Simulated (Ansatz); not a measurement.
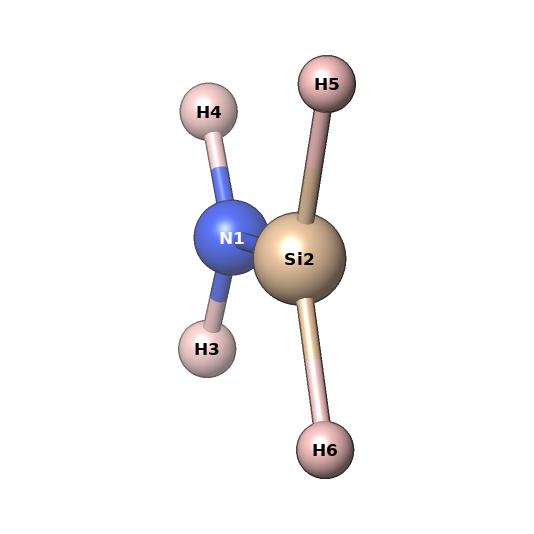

N1 lies behind Si2. The molecule seen a little off the Si2–N1 bond, Si2 in front. Depth is shown by fading: the farther an atom, the more it takes the colour of the background. State: charge +1, singlet. The computed structure is the end point of a PBE-D4/def2-SVP optimisation. No frequency run is at hand to confirm it as a minimum.

What is the torsion angle H5–Si2–N1–H3? The sign is positive where the front bond must turn clockwise to cover the back bond.

Answer. −179°, antiperiplanar (anti).
